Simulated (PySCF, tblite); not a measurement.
# C4H8OSSi: geometry, infrared bands and NMR shifts

Wanted: the infrared bands and NMR shifts of C4H8OSSi (`COCC1=C[SiH2]S1`), by calculation.

The runs use tblite 0.8.0 and PySCF 2.14.0, with density-fitted response routines of our own; the level of theory stands in each step. All values are computed, except where a source is named. Atoms count from 0, in the outputs and in this text.

## 1. The molecule as given

15 atoms, charge 0, multiplicity 1; geometry from: force field or distance geometry start.

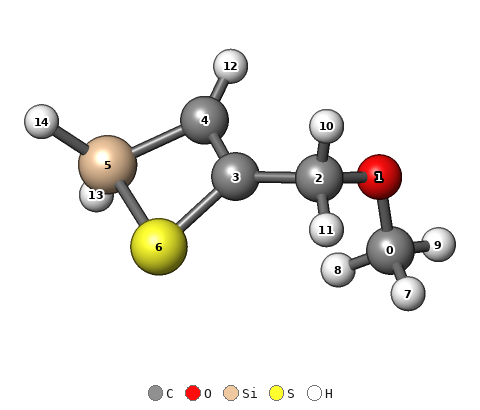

The starting geometry (carbon grey, oxygen red, silicon light orange, sulfur yellow, hydrogen white), atoms numbered.

## 2. Relaxing the molecule with GFN2-xTB

What the job is given:

```
{"job": {"kind": "relax", "xc": "GFN2-xTB", "basis": "xTB"}, "charge": 0, "multiplicity": 1}
C     -2.257600    -0.121800    -0.634700
O     -1.864000     0.030600     0.710700
C     -0.820400     0.998300     0.878800
C      0.580000     0.392300     0.463600
C      1.222200    -0.700500     0.999700
Si     2.738300    -0.706100    -0.064700
S      1.702100     0.974200    -0.796400
H     -2.642400     0.833900    -1.020100
H     -1.437400    -0.482300    -1.255400
H     -3.076200    -0.858300    -0.665900
H     -0.795300     1.279400     1.931900
H     -1.052700     1.901500     0.296400
H      0.905600    -1.371800     1.796900
H      2.809200    -1.823100    -1.039500
H      3.984200    -0.338300     0.664500
```

Launch:

```
OMP_NUM_THREADS=1 python probes_run.py task.json out
```

This one command runs all jobs of the session in turn.

Standard output:

```text
step      E/eV     max force
  0    -588.81392    2.009
  1    -588.98115    0.926
  2    -589.03185    0.658
  3    -589.06467    0.541
  4    -589.09920    0.451
  5    -589.11759    0.334
  6    -589.12964    0.318
  7    -589.14224    0.402
  8    -589.14897    0.233
  9    -589.15201    0.127
 10    -589.15412    0.133
 11    -589.15642    0.202
 12    -589.15875    0.168
 13    -589.16047    0.084
 14    -589.16151    0.066
 15    -589.16225    0.107
 16    -589.16271    0.080
 17    -589.16294    0.039
 18    -589.16310    0.037
 19    -589.16331    0.057
 20    -589.16364    0.080
 21    -589.16407    0.074
 22    -589.16452    0.058
 23    -589.16494    0.061
 24    -589.16534    0.067
 25    -589.16577    0.074
 26    -589.16621    0.056
 27    -589.16664    0.061
 28    -589.16698    0.048
 29    -589.16724    0.052
 30    -589.16746    0.038
 31    -589.16768    0.061
 32    -589.16796    0.077
 33    -589.16835    0.072
 34    -589.16886    0.071
 35    -589.16948    0.066
 36    -589.17015    0.079
 37    -589.17083    0.084
 38    -589.17146    0.063
 39    -589.17199    0.048
 40    -589.17238    0.050
 41    -589.17268    0.051
 42    -589.17297    0.040
 43    -589.17330    0.046
 44    -589.17368    0.051
 45    -589.17405    0.047
 46    -589.17440    0.044
 47    -589.17473    0.051
 48    -589.17506    0.049
 49    -589.17537    0.044
 50    -589.17559    0.044
 51    -589.17574    0.044
 52    -589.17594    0.054
 53    -589.17623    0.053
 54    -589.17671    0.063
 55    -589.17702    0.058
 56    -589.17736    0.052
 57    -589.17771    0.063
 58    -589.17821    0.082
 59    -589.17874    0.078
 60    -589.17923    0.060
 61    -589.17967    0.053
 62    -589.18015    0.080
 63    -589.18060    0.084
 64    -589.18090    0.054
 65    -589.18103    0.033
 66    -589.18112    0.036
 67    -589.18122    0.030
 68    -589.18140    0.023
 69    -589.18147    0.022
 70    -589.18159    0.030
 71    -589.18169    0.026
 72    -589.18182    0.028
 73    -589.18195    0.031
 74    -589.18210    0.038
 75    -589.18229    0.047
 76    -589.18254    0.043
 77    -589.18289    0.051
 78    -589.18334    0.071
 79    -589.18398    0.085
 80    -589.18491    0.085
 81    -589.18622    0.120
 82    -589.18798    0.153
 83    -589.18663    0.242
 84    -589.19217    0.159
 85    -589.19433    0.101
 86    -589.19806    0.179
 87    -589.20082    0.081
 88    -589.20214    0.138
 89    -589.20331    0.076
 90    -589.20400    0.068
 91    -589.20501    0.071
 92    -589.20619    0.070
 93    -589.20719    0.067
 94    -589.20737    0.072
 95    -589.20783    0.029
 96    -589.20795    0.026
 97    -589.20809    0.025
 98    -589.20816    0.026
 99    -589.20827    0.023
100    -589.20839    0.023
101    -589.20847    0.031
102    -589.20856    0.029
103    -589.20864    0.020
104    -589.20870    0.015
105    -589.20874    0.011
106    -589.20877    0.013
107    -589.20880    0.016
108    -589.20882    0.013
109    -589.20885    0.009
```

It took 1.3 s on 1 thread of Arm Neoverse N1, shared host; peak memory 0.18 GiB.

Step by step: (not every step is listed)

```
step  energy from step 0 (eV)  largest force (eV/Å)
   0                   0.0000                2.0093
   1                  -0.1672                0.9260
   2                  -0.2179                0.6576
   3                  -0.2507                0.5413
   4                  -0.2853                0.4512
   5                  -0.3037                0.3341
   6                  -0.3157                0.3179
   7                  -0.3283                0.4024
   8                  -0.3350                0.2325
  17                  -0.3490                0.0387
  26                  -0.3523                0.0560
  35                  -0.3556                0.0658
  44                  -0.3598                0.0510
  53                  -0.3623                0.0527
  62                  -0.3662                0.0797
  71                  -0.3678                0.0259
  80                  -0.3710                0.0849
  89                  -0.3894                0.0756
  98                  -0.3942                0.0261
 104                  -0.3948                0.0153
 105                  -0.3948                0.0115
 106                  -0.3948                0.0130
 107                  -0.3949                0.0160
 108                  -0.3949                0.0132
 109                  -0.3949                0.0092
```

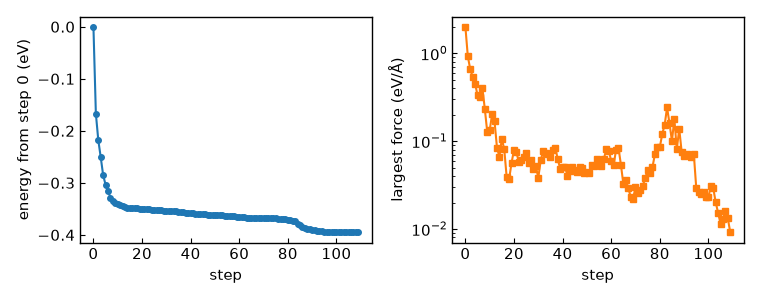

Energy and force, step by step.

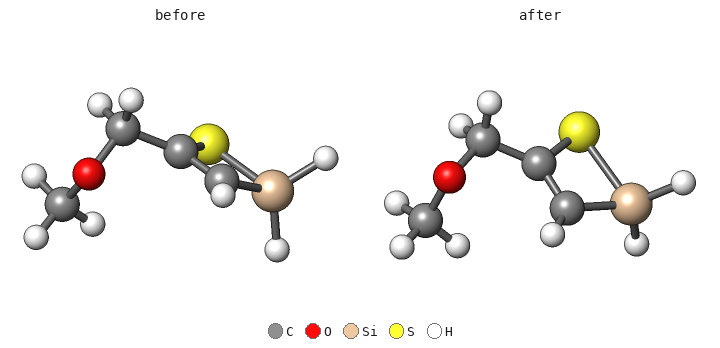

The geometry before (left) and after (right).

Close pairs (by a distance rule), those that changed most:

```csv
bond,before (Å),after (Å),change (Å)
Si5–S6,2.105,2.221,+0.116
C2–C3,1.581,1.491,-0.090
Si5–H14,1.490,1.453,-0.037
Si5–H13,1.484,1.454,-0.030
C3–C4,1.376,1.346,-0.030
O1–C2,1.433,1.406,-0.027
C3–S6,1.785,1.769,-0.015
C4–Si5,1.852,1.866,+0.014
```

The final coordinates are the input of the step that follows.

## 3. Infrared spectrum with GFN2-xTB

What the job is given:

```
{"job": {"kind": "ir", "xc": "GFN2-xTB", "basis": "xTB"}, "charge": 0, "multiplicity": 1}
C     -2.238404    -0.293825    -0.370852
O     -1.791535     0.241876     0.851226
C     -0.710238     1.129870     0.710340
C      0.589650     0.450220     0.440904
C      0.955640    -0.834232     0.609308
Si     2.721230    -0.712884     0.016829
S      1.962989     1.363925    -0.199461
H     -2.619291     0.496417    -1.030044
H     -1.441094    -0.833425    -0.893407
H     -3.044144    -0.983316    -0.127702
H     -0.638284     1.672376     1.660379
H     -0.903615     1.867239    -0.084768
H      0.314099    -1.606894     0.996050
H      3.042142    -1.221819    -1.306701
H      3.796442    -0.727541     0.993746
```

Standard output:

```text
mode    cm-1     km/mol
  1      48.7      3.45
  2      96.1      2.58
  3     142.8      3.40
  4     164.3      5.12
  5     212.0      8.76
  6     322.4      3.31
  7     397.3     23.62
  8     404.9     19.92
  9     425.2      8.68
 10     460.7      4.58
 11     500.5     62.54
 12     509.7     13.10
 13     579.6     84.58
 14     723.6    192.36
 15     739.8     27.23
 16     764.1     60.26
 17     832.9     66.04
 18     933.3     21.72
 19     969.9     39.91
 20    1041.9     41.06
 21    1109.1     65.42
 22    1131.4      8.45
 23    1145.8     18.85
 24    1153.5     21.83
 25    1242.7      9.59
 26    1317.8      6.76
 27    1404.5      0.17
 28    1429.3      8.77
 29    1469.3      5.17
 30    1490.6      2.47
 31    1576.8     73.67
 32    2335.0    249.25
 33    2343.7    233.37
 34    2858.2     30.58
 35    2901.9     50.80
 36    2928.7      6.94
 37    2933.8     45.73
 38    3030.7     20.01
 39    3100.0     14.56
```

It took 0.9 s on 1 thread of Arm Neoverse N1, shared host; peak memory 0.18 GiB.

Which atoms move in the most intense modes:

```
cm⁻¹  km/mol                                atoms
 500    62.5         H14 30 %, H13 23 %, Si5 13 %
 580    84.6                   H13 46 %, H14 42 %
 724   192.4                   H13 41 %, H14 39 %
 833    66.0          C4 43 %, H12 32 %, Si5 20 %
1109    65.4  O1 32 %, C0 20 %, C2 19 %, H11 11 %
1577    73.7                     C3 58 %, C4 36 %
2335   249.2                             H13 96 %
2344   233.4                             H14 97 %
```

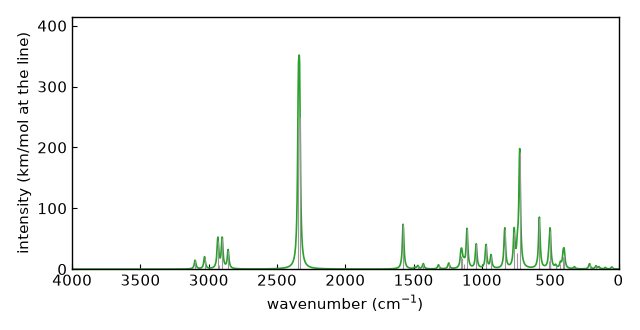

The infrared spectrum from these modes, unscaled. Lines are broadened to a width of 14 cm⁻¹ (Lorentzian).

## 4. Shielding tensors: PBE0/pcSseg-1

Settings changed since step 3:

```diff
@@ -1,2 +1,2 @@
-{"job": {"kind": "ir", "xc": "GFN2-xTB", "basis": "xTB"}, "charge": 0, "multiplicity": 1}
+{"job": {"kind": "nmr", "xc": "PBE0", "basis": "pcSseg-1"}, "charge": 0, "multiplicity": 1}
 C     -2.238404    -0.293825    -0.370852
```

Level: GIAO PBE0/pcSseg-1 NMR shielding, non-relativistic, gas phase.

Standard output:

```text
coarse grid: 13640 points
cycle   1  E = -919.3958009282  dE =  9.217e-01  |g| = 5.887e-01  |ddm| = 3.633e+00
cycle   2  E = -919.3279702195  dE =  6.783e-02  |g| = 8.421e-01  |ddm| = 1.429e+00
cycle   3  E = -919.4676690269  dE = -1.397e-01  |g| = 1.043e-01  |ddm| = 9.350e-01
cycle   4  E = -919.4698143409  dE = -2.145e-03  |g| = 4.862e-02  |ddm| = 1.796e-01
cycle   5  E = -919.4704292111  dE = -6.149e-04  |g| = 1.559e-02  |ddm| = 7.027e-02
cycle   6  E = -919.4704816521  dE = -5.244e-05  |g| = 4.693e-03  |ddm| = 1.711e-02
cycle   7  E = -919.4704864267  dE = -4.775e-06  |g| = 4.232e-04  |ddm| = 4.322e-03
final grid: 122688 points
cycle   8  E = -919.5252452347  dE = -2.085e-05  |g| = 1.196e-02  |ddm| = 2.774e-02
cycle   9  E = -919.5252104812  dE =  3.475e-05  |g| = 1.758e-02  |ddm| = 2.534e-02
cycle  10  E = -919.5252742512  dE = -6.377e-05  |g| = 1.156e-03  |ddm| = 1.688e-02
cycle  11  E = -919.5252745692  dE = -3.180e-07  |g| = 1.877e-04  |ddm| = 1.465e-03
cycle  12  E = -919.5252745760  dE = -6.727e-09  |g| = 9.687e-05  |ddm| = 2.961e-04
cycle  13  E = -919.5252745781  dE = -2.189e-09  |g| = 3.945e-05  |ddm| = 1.355e-04
cycle  14  E = -919.5252745785  dE = -3.861e-10  |g| = 5.188e-06  |ddm| = 4.078e-05
converged SCF energy = -919.5252745785

GIAO shielding tensors (ppm)
atom      isotropic    diamagn.    paramagn.     s11        s22        s33       span
  0 C      127.805     246.796    -118.992     93.032    106.911    183.472     90.441
  1 O      312.632     394.567     -81.935    280.592    308.535    348.769     68.177
  2 C      108.331     242.444    -134.112     83.475     93.116    148.402     64.926
  3 C        8.171     265.931    -257.760   -110.712     16.445    118.781    229.494
  4 C       72.427     253.717    -181.290    -18.700     80.548    155.432    174.132
  5 Si     383.697     880.177    -496.480    355.079    383.272    412.740     57.661
  6 S      549.461    1057.960    -508.499    305.126    526.479    816.779    511.654
  7 H       28.591      29.348      -0.757     25.114     26.117     34.542      9.428
  8 H       27.903      31.906      -4.003     23.361     28.141     32.206      8.846
  9 H       27.994      28.933      -0.939     24.197     25.441     34.344     10.147
 10 H       26.974      28.268      -1.294     22.529     27.374     31.020      8.491
 11 H       28.048      30.097      -2.049     23.497     29.639     31.010      7.513
 12 H       26.343      33.215      -6.873     24.132     25.573     29.322      5.190
 13 H       26.303      28.889      -2.587     23.132     24.512     31.264      8.132
 14 H       26.307      28.577      -2.270     23.029     24.439     31.454      8.425
```

Wall time 47 s (1 thread of Arm Neoverse N1, shared host); peak memory 0.78 GiB.

The references, computed at this level on geometries of the same kind, shield at (ppm): 1H TMS 31.72, 13C TMS 186.9, 29Si TMS 349.2, 17O H2O 336.1, 33S CS2 504. Their shielding less the atom's gives the shift. The references are single molecules in the gas phase, so shifts against H2O, NH3, PH3, H3PO4 or CFCl3 are not on the usual liquid scales and can be off by tens of ppm. Atoms listed in one row are averaged.

```
     atoms                                                 environment  σ (ppm)  δ (ppm)  δ scaled to CDCl3
        C3                             fully substituted alkene carbon      8.2    178.8              168.1
        C4                                                   alkene CH     72.4    114.5              109.8
        C2                                 allylic sp3 CH2 bonded to O    108.3     78.6               74.8
        C0                                   methyl carbon bonded to O    127.8     59.1               55.8
  H13, H14  hydrogen on a silicon bonded to C, S, in a 4-membered ring    26.31     5.41                  –
       H12                                    hydrogen on an alkene CH    26.34     5.37               5.17
  H10, H11                  hydrogen on an allylic sp3 CH2 bonded to O    27.51     4.21               4.07
H7, H8, H9                     hydrogen on a methyl carbon bonded to O    28.16     3.55               3.46
        O1                                                ether oxygen    312.6     23.4                  –
       Si5           silicon bonded to C, S, 2 H, in a 4-membered ring    383.7    -34.5                  –
        S6                sulfur bonded to C, Si, in a 4-membered ring      549      -46                  –
```

The scaled column applies a straight-line fit of computed shieldings to shifts measured in CDCl3, with any fitted terms for Cl, Br or S neighbours (root-mean-square error 0.16 ppm for H, 1.9 ppm for C).

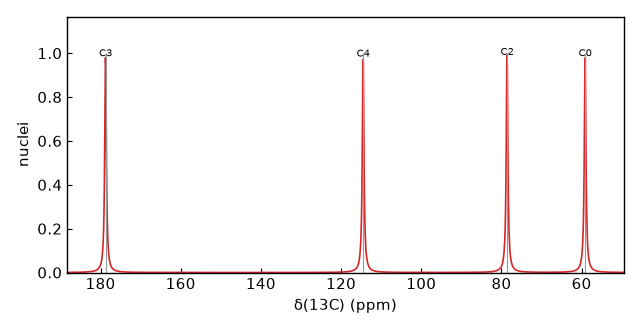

13C lines at the computed shifts, without couplings. Lines are broadened to a width of 0.48 ppm (Lorentzian).

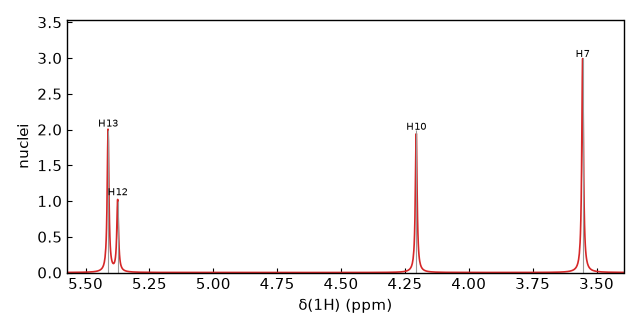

1H lines at the computed shifts, without couplings. Lines are broadened to a width of 0.01 ppm (Lorentzian).

Charges from the same density, by scheme (e):

```
atoms  Mulliken    IAO  Hirshfeld  ESP fit
   C0     -0.04  -0.20      -0.04    -0.19
   O1     -0.51  -0.38      -0.14    -0.31
   C2      0.21  -0.06       0.00     0.04
   C3     -0.38  -0.06       0.00     0.08
   C4     -0.29  -0.50      -0.18    -0.59
  Si5      0.69   0.74       0.35     0.72
   S6     -0.22  -0.19      -0.12    -0.33
```

Hirshfeld charges:

C0 -0.04; O1 -0.14; C2 0.00; C3 0.00; C4 -0.18; Si5 0.35; S6 -0.12; H7 0.04; H8 0.03; H9 0.05; H10 0.06; H11 0.04; H12 0.04; H13 -0.06; H14 -0.06

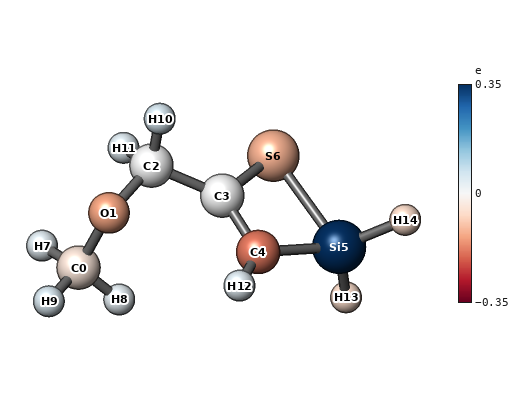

Hirshfeld charges, as colours on the atoms.

Mayer bond orders: C0–O1 0.92, O1–C2 0.97, C2–C3 0.96, C3–C4 1.71, C4–Si5 0.95, Si5–S6 0.84, S6–C3 1.06.

Ring of atoms C3, C4, Si5, S6: NICS(0) -1.0, NICS(1) -0.8, NICS(1)zz 7.2 ppm (means of both faces).

## 5. Summary of results

```
                                                              quantity                         value
                             strongest single infrared mode (GFN2-xTB)         2335 cm⁻¹, 249 km/mol
                                          zero-point energy (GFN2-xTB)                 67.4 kcal/mol
                                13C shifts against TMS (PBE0/pcSseg-1)  178.8, 114.5, 78.6, 59.1 ppm
1H shifts against TMS (PBE0/pcSseg-1, means over atoms taken as alike)    5.41, 5.37, 4.21, 3.55 ppm
                                17O shifts against H2O (PBE0/pcSseg-1)                      23.4 ppm
                               29Si shifts against TMS (PBE0/pcSseg-1)                     -34.5 ppm
                                33S shifts against CS2 (PBE0/pcSseg-1)                       -46 ppm
```

**Reading.** Relaxing lowered the energy by 0.395 eV in 109 steps; the close pair that moved most is Si5–S6, from 2.105 to 2.221 Å. All 39 modes are real, so the xTB geometry is a minimum. The strongest single mode, at 2335 cm⁻¹, moves mainly H13. Unscaled tight-binding wavenumbers are off by several per cent, some by more. Its intensities can rank the bands wrongly. At PBE0/pcSseg-1: The largest span, 512 ppm, is at S6, where the paramagnetic term is -508 ppm.
